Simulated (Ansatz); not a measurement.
**Run report: C3H5Li, molecular dynamics (part 3 of 3)**

The same run, continued: C3H5Li; UKS PBE0/STO-3G (Ansatz 0.2.0). It belongs to a series of runs on one base structure; here: dynamics from the last frame of an earlier run.

Geometry of the input (Å):
```
Li -0.8956  0.5606  -2.1472
C  0.4699  0.9265  -0.9684
C  0.5363  0.2724  0.2143
C  -0.4671  -0.7404  0.7070
H  1.3944  1.5100  -1.1581
H  1.3884  0.4415  0.9113
H  -1.3133  -0.9552  -0.0009
H  0.0327  -1.6852  0.8972
H  -0.9631  -0.4042  1.5825
```

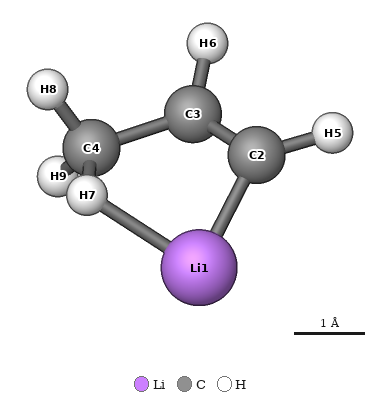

Fig. 1: The geometry at step 100 of the log (ball-and-stick view, seen at a tilt; atoms are numbered from 1 in the order of the input).

**Trajectory as extended XYZ, continued**
```
9
Properties=species:S:1:pos:R:3:forces:R:3 step=43 time_fs=21.5 energy=-3348.75140 temperature=789.8
Li   -1.0175    0.5254   -1.9433    0.5284   0.0604   0.2122
C     0.6510    0.9197   -1.0400    0.7584   3.4014   0.3740
C     0.4733    0.3330    0.1561    0.2333  -1.9701   1.3673
C    -0.5123   -0.7848    0.6638    2.2577   0.2736   3.2993
H     1.4150    1.8539   -0.8753   -1.6638  -3.0024  -1.0933
H     1.2445    0.4321    0.9711   -0.7254   0.5813  -0.3713
H    -1.2301   -1.2848    0.0301   -0.5728  -0.0750  -1.0495
H     0.1197   -1.5974    1.1843   -0.8746   0.9549  -1.3818
H    -1.0393   -0.3661    1.5779    0.0589  -0.2240  -1.3569
9
Properties=species:S:1:pos:R:3:forces:R:3 step=50 time_fs=25.0 energy=-3348.76581 temperature=802.3
Li   -1.0416    0.5142   -1.9149    0.6868   0.0574   0.2792
C     0.6660    0.9113   -1.0208   -0.8223   2.0885  -1.4402
C     0.4778    0.3312    0.1548   -0.3364  -2.0025   1.4914
C    -0.5087   -0.7698    0.6380    0.5242  -0.3304   2.9814
H     1.3601    1.8060   -0.9365   -0.2763  -1.4490  -0.4904
H     1.1789    0.5132    0.9714    0.1675   0.4763   0.6304
H    -1.1775   -1.3196   -0.0987    0.2883   1.1057   0.7246
H     0.0222   -1.5706    1.2292    0.4521   0.0616  -1.6221
H    -0.9842   -0.3727    1.6212   -0.6838  -0.0077  -2.5544
9
Properties=species:S:1:pos:R:3:forces:R:3 step=57 time_fs=28.5 energy=-3348.97608 temperature=1037.1
Li   -1.0541    0.5039   -1.8818    0.7438   0.0264   0.2708
C     0.6671    0.9148   -1.0135   -4.3882  -3.2399  -0.9161
C     0.4811    0.3122    0.1676    1.0286   0.5868   0.9570
C    -0.4978   -0.7563    0.6351    0.8687  -0.1342  -2.7520
H     1.3402    1.6760   -1.0565    2.9558   2.7669   0.0185
H     1.1159    0.6434    1.0234   -0.1628  -0.2749  -0.1093
H    -1.1084   -1.2437   -0.1664   -0.1145   0.7023   0.3653
H    -0.0152   -1.5611    1.1172    1.5826  -1.7498   0.4504
H    -1.0276   -0.3626    1.4348   -2.5140   1.3165   1.7154
9
Properties=species:S:1:pos:R:3:forces:R:3 step=64 time_fs=32.0 energy=-3348.77894 temperature=823.3
Li   -1.0546    0.4940   -1.8444    0.4052  -0.0521   0.0648
C     0.6367    0.8983   -1.0170    1.9548   1.7029  -1.1121
C     0.4935    0.2984    0.1902    1.5183   2.7453   0.5584
C    -0.4812   -0.7443    0.6200   -0.8442  -0.5467   2.2389
H     1.5364    1.7381   -1.1585   -2.9213  -2.7056   0.9904
H     1.0417    0.7436    1.0678    0.0381  -0.7696  -0.5235
H    -1.0604   -1.0992   -0.2158   -0.6916  -0.6048  -1.3116
H     0.0779   -1.6804    1.0198   -1.3823   1.7918  -0.1304
H    -1.2719   -0.2632    1.3368    1.9229  -1.5613  -0.7750
9
Properties=species:S:1:pos:R:3:forces:R:3 step=71 time_fs=35.5 energy=-3348.96197 temperature=1015.7
Li   -1.0481    0.4831   -1.8056    0.1743  -0.1791   0.0124
C     0.6193    0.8924   -1.0296   -0.2339  -1.7047   0.9096
C     0.5187    0.3091    0.2159   -0.3092   2.2424  -1.8925
C    -0.4735   -0.7369    0.6161   -3.1465   0.4975  -2.7520
H     1.4685    1.5596   -1.1603    0.1689   0.6652   0.3485
H     0.9846    0.7699    1.0731    1.2531   0.0306   0.7705
H    -1.0609   -1.0046   -0.3630    1.0906  -0.2747   1.1344
H     0.0493   -1.6500    0.9243   -0.6435  -0.2083   0.7822
H    -1.3479   -0.3065    1.1981    1.6463  -1.0688   0.6869
9
Properties=species:S:1:pos:R:3:forces:R:3 step=79 time_fs=39.5 energy=-3349.14837 temperature=1219.6
Li   -1.0374    0.4672   -1.7613   -0.3188  -0.1729  -0.1791
C     0.5918    0.8635   -1.0333    1.5494  -0.4383   0.8880
C     0.5448    0.3477    0.2290   -1.0540   0.8641   0.7440
C    -0.4909   -0.7238    0.5786    1.0596  -0.0341  -2.4217
H     1.4851    1.4902   -1.1278   -0.1281   0.7236  -0.1845
H     1.0648    0.7781    1.1349    0.2160  -0.6095  -1.0276
H    -0.9433   -0.9467   -0.4090   -0.2281  -0.7113  -0.0801
H    -0.0558   -1.6574    0.9197    0.2733  -0.4690   0.3072
H    -1.3053   -0.4588    1.1838   -1.3693   0.8473   1.9538
9
Properties=species:S:1:pos:R:3:forces:R:3 step=86 time_fs=43.0 energy=-3348.58740 temperature=612.3
Li   -1.0334    0.4501   -1.7256   -0.7879  -0.1707  -0.2883
C     0.5767    0.8287   -1.0266    5.3056   3.3175  -0.3768
C     0.5564    0.3903    0.2441   -1.7762  -1.3248   0.8705
C    -0.5025   -0.7114    0.5263   -0.5033  -1.1451   4.7423
H     1.5566    1.5680   -1.1275   -3.1121  -1.8724  -0.0494
H     1.1793    0.7265    1.1002   -0.0257  -0.2050  -0.4085
H    -0.8595   -0.9808   -0.4569   -1.1978  -0.5846  -0.8737
H    -0.1163   -1.7185    0.9548    0.0980   1.7823  -1.0200
H    -1.3629   -0.5126    1.3482    1.9993   0.2028  -2.5961
9
Properties=species:S:1:pos:R:3:forces:R:3 step=93 time_fs=46.5 energy=-3348.71201 temperature=744.9
Li   -1.0416    0.4301   -1.6941   -0.4957  -0.1697  -0.0538
C     0.6055    0.8203   -1.0216   -1.7104  -1.2812   0.7503
C     0.5504    0.4208    0.2654   -2.1108  -2.3805  -1.3849
C    -0.5172   -0.7080    0.5088    0.8051   0.2306  -1.4416
H     1.3511    1.4930   -1.1414    3.4843   3.0155  -0.9239
H     1.2979    0.6502    1.0244    0.0009   0.1415   0.6306
H    -0.8937   -1.0671   -0.5595   -0.0684   0.8177   2.2491
H    -0.1472   -1.6303    0.8972    1.5803  -1.4093   0.1657
H    -1.2505   -0.5295    1.2779   -1.4852   1.0353   0.0085
9
Properties=species:S:1:pos:R:3:forces:R:3 step=100 time_fs=50.0 energy=-3349.00805 temperature=1065.7
Li   -1.0585    0.4073   -1.6641   -0.2607  -0.0793  -0.0489
C     0.6306    0.8104   -1.0124    1.2559   2.9949  -1.0735
C     0.5269    0.4295    0.2760    0.4818  -1.5988  -0.9858
C    -0.5225   -0.7061    0.4842    2.0943  -0.5142   1.5131
H     1.3907    1.6346   -1.2351   -0.5172  -1.4636   0.5418
H     1.3927    0.5841    0.9996   -1.6298  -0.0733  -0.1515
H    -0.9505   -1.0766   -0.4582   -0.4742   0.2912  -0.5151
H    -0.0319   -1.6382    0.8418   -0.1368   0.4137   0.2170
H    -1.2836   -0.4388    1.2006   -0.8133   0.0293   0.5028
9
Properties=species:S:1:pos:R:3:forces:R:3 step=107 time_fs=53.5 energy=-3348.59379 temperature=617.0
Li   -1.0795    0.3833   -1.6347    0.1953   0.0734  -0.0214
C     0.6615    0.8226   -1.0114    1.2613   3.5680  -1.4350
C     0.5052    0.4224    0.2745    0.2515  -0.8201  -2.8226
C    -0.5092   -0.7067    0.4726   -1.1177   0.1955   3.9719
H     1.4488    1.6870   -1.2842   -1.5065  -2.6277   1.2620
H     1.3310    0.5162    0.9802   -0.2584   0.3014   1.0503
H    -1.0615   -1.0550   -0.4031    0.0428  -0.1344  -1.2213
H     0.0777   -1.6246    0.8144   -1.4609   1.0005   0.1615
H    -1.4016   -0.3465    1.1824    2.5926  -1.5566  -0.9454
9
Properties=species:S:1:pos:R:3:forces:R:3 step=114 time_fs=57.0 energy=-3348.61619 temperature=646.0
Li   -1.0967    0.3607   -1.6057    0.8974   0.3267   0.0623
C     0.6981    0.8621   -1.0211   -5.4658  -3.5859   1.4127
C     0.4871    0.4074    0.2469    1.0091   0.0618  -2.4557
C    -0.5052   -0.7048    0.4922   -1.1518   0.4677  -3.7061
H     1.4122    1.5220   -1.2179    4.4695   3.6791  -0.6555
H     1.2234    0.4812    1.0636   -0.1539   0.5042   0.2620
H    -1.1544   -1.0437   -0.4629    1.7856   0.2402   1.4513
H     0.0527   -1.5383    0.8166    0.3084  -2.0433   0.8462
H    -1.2893   -0.4029    1.1013   -1.6985   0.3495   2.7829
9
Properties=species:S:1:pos:R:3:forces:R:3 step=121 time_fs=60.5 energy=-3349.08822 temperature=1157.4
Li   -1.0997    0.3435   -1.5758    0.9787   0.5503   0.0134
C     0.7013    0.8850   -1.0247    1.8946   1.7301  -1.3261
C     0.4782    0.3918    0.1993    1.3250  -0.1538   2.0898
C    -0.5131   -0.7008    0.4882   -0.8500  -0.9096   2.0360
H     1.6685    1.5771   -1.1666   -2.6355  -1.6126   0.5833
H     1.0966    0.5035    1.1655   -0.4554   0.5026  -1.6566
H    -1.0754   -1.0164   -0.3974   -0.3451  -0.7785  -0.6578
H     0.0216   -1.6106    0.8870   -0.5635   0.6658  -0.6845
H    -1.2843   -0.4521    1.2638    0.6512   0.0056  -0.3974
9
Properties=species:S:1:pos:R:3:forces:R:3 step=129 time_fs=64.5 energy=-3349.02630 temperature=1087.6
Li   -1.0825    0.3352   -1.5410    1.1394   0.6198   0.1217
C     0.7183    0.9233   -1.0407    0.5626  -0.4288  -0.5020
C     0.4803    0.3722    0.1634   -1.0644  -0.3213   0.4049
C    -0.5300   -0.7055    0.5038   -1.4825  -0.7758   2.0365
H     1.6923    1.5031   -1.0546   -1.3813  -0.0267  -0.1342
H     0.9266    0.6048    1.1092    1.5539   0.7151   0.8174
H    -1.0350   -1.0910   -0.4123   -0.7755  -0.2237   0.0846
H    -0.0640   -1.6354    0.8906    0.5721   0.2690  -0.4950
H    -1.2370   -0.4898    1.4127    0.8757   0.1723  -2.3340
9
Properties=species:S:1:pos:R:3:forces:R:3 step=136 time_fs=68.0 energy=-3348.66720 temperature=698.4
Li   -1.0469    0.3390   -1.5085    1.1909   0.5210   0.1745
C     0.7329    0.9500   -1.0612   -3.8410  -3.8171   0.2766
C     0.4749    0.3532    0.1413   -0.4710   1.1857   1.2158
C    -0.5548   -0.7177    0.5346    1.6548  -1.5893  -5.9641
H     1.6131    1.4663   -0.9573    2.8489   2.7270  -0.2238
H     0.9232    0.7636    1.0900    0.3033  -0.6495  -0.7198
H    -1.1033   -1.1906   -0.4404    0.2804   1.2119   2.0699
H    -0.0768   -1.6301    0.8334    1.1971  -0.9713   0.3235
H    -1.1332   -0.4894    1.3372   -3.1633   1.3816   2.8473
9
Properties=species:S:1:pos:R:3:forces:R:3 step=143 time_fs=71.5 energy=-3348.70554 temperature=741.3
Li   -0.9921    0.3516   -1.4734    0.6053   0.3120  -0.0396
C     0.7219    0.9477   -1.0784    2.6855   0.8002   0.8578
C     0.4646    0.3452    0.1294   -0.0282   2.0019   0.8554
C    -0.5707   -0.7427    0.5271    0.9355  -0.1113   2.8305
H     1.7277    1.6528   -0.9048   -3.4112  -1.8502  -1.0212
H     0.9646    0.8535    1.0144   -0.4334  -1.4667  -0.4677
H    -1.1609   -1.1746   -0.2772   -1.0844  -0.0450  -1.1568
H     0.0174   -1.6905    0.8050   -0.8944   1.5294   0.2591
H    -1.2589   -0.3868    1.4210    1.6253  -1.1702  -2.1175
9
Properties=species:S:1:pos:R:3:forces:R:3 step=150 time_fs=75.0 energy=-3349.15938 temperature=1231.7
Li   -0.9269    0.3691   -1.4390   -0.0776  -0.0878  -0.2477
C     0.7299    0.9486   -1.0879   -0.7753  -1.1153   0.4678
C     0.4518    0.3543    0.1227   -1.3263   0.5372  -2.2165
C    -0.5771   -0.7688    0.5359   -0.1792   1.8270   0.0543
H     1.5304    1.6801   -0.9567    0.2906   0.2153  -0.2547
H     0.9818    0.8005    0.9189    0.8368  -0.0699   2.3092
H    -1.3184   -1.1481   -0.2061    0.3747  -0.0533  -0.6832
H     0.0362   -1.6221    0.8110   -0.2246  -0.6054   0.6014
H    -1.2567   -0.3857    1.3403    1.0809  -0.6477  -0.0306
```

**Summary**

| quantity | value |
| --- | --- |
| outcome | finished |
| mean temperature over the second half | 862 K |
| trajectory | 150 steps, 75 fs |
| ensemble | nve |
| temperature in the input | 1500.0 K |
| time step | 0.5 fs |
| potential energy (last step) | −3349.1594 eV |
| mean-field energy (last step) | −3349.1594 eV |
| largest force (length of the vector) (last step) | 2.638 eV/Å |
| wall time | 5.1 min |
| peak memory | 0.1 GiB |

**Notes**

So short a trajectory is not equilibrated.
